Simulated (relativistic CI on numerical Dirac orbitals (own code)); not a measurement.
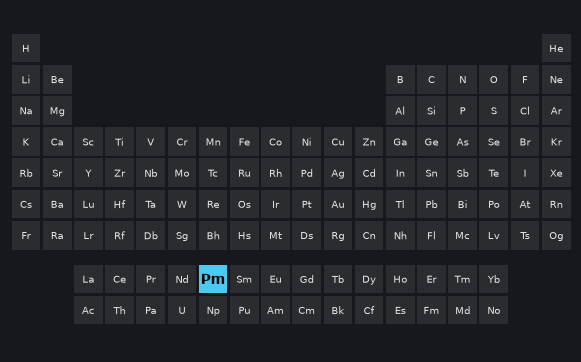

**Figure 1.** The place of promethium in the periodic table.

**Run report: Pm³⁺, relativistic CI calculation**

Pm³⁺. Level asked for: Dirac-Coulomb-Breit CI, KLI orbitals optimised for each configuration, model QED (radiative potential, 1s self-energy scaled to tabulated hydrogen-like ionisation energies), numerical settings as typed (relativistic CI on numerical Dirac orbitals, in-house).

**What the run reported**

```tsv
quantity	value
outcome	not converged
hardware	1 CPU thread, shared host
```

**Diagnosis**

The input is odd on purpose: iterations. The run did not meet its convergence test, so its last values are not results. Limits: SCF of 1s2 2s2 2p6 3s2 3p6 3d10 4s2 4p6 4d10 4f4 5s2 5p6 did not converge.

**Input**
```
atom Pm  Z=61  charge=3  electrons=58
nucleus A=145  rms_radius_fm=4.9620
hamiltonian dirac-coulomb  breit=on  qed=on  c_scale=1
orbitals kli  potential=per-configuration
slater_scale 1
correlation none
mixing on
grid step=0.0125 r_max=64.9
scf mixing=0.4 start=green max_iterations=6 tolerance=2e-08 node_fill=0.05
configurations
  [Xe] 4f4
  [Xe] 4f3 6s
  [Xe] 4f2 6s2
end
```

Launched within a batch (the task file carries these settings):
```bash
python <driver script> task.json out
```

The program writes its results to a structured record and prints no log; tables and figures of this report are taken from that record.
